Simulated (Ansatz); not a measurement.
# A computed series for Se: response to strain

The parent structure is Se (space group P3_121, No. 152; a = 4.506 Å, c = 4.991 Å; made of chains).

Strains are applied to the cell and any free atomic positions relax.

Level of theory: DFT with r2SCAN, PAW potentials and a 500 eV plane-wave cutoff in Ansatz (a quantum-chemistry and plane-wave program), without spin-orbit coupling.

Notes on the quantities. pressure: mean of the normal stresses, compression positive.

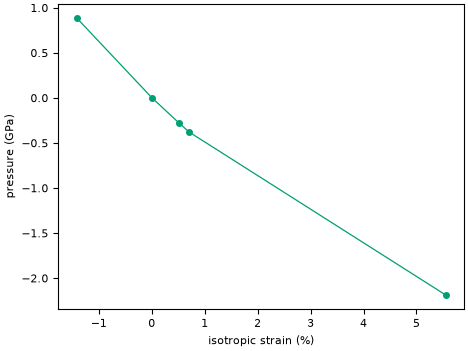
Pressure against isotropic strain

| isotropic strain (%) | pressure |
|---|---|
| -1.42 | 0.89 GPa |
| 0.51 | -0.28 GPa |
| 0.71 | -0.38 GPa |
| 5.55 | -2.19 GPa |

No phonon test of stability was made. No dispersion term is included, though the crystal is made of layers, chains or molecules, so its spacings can come out too wide.
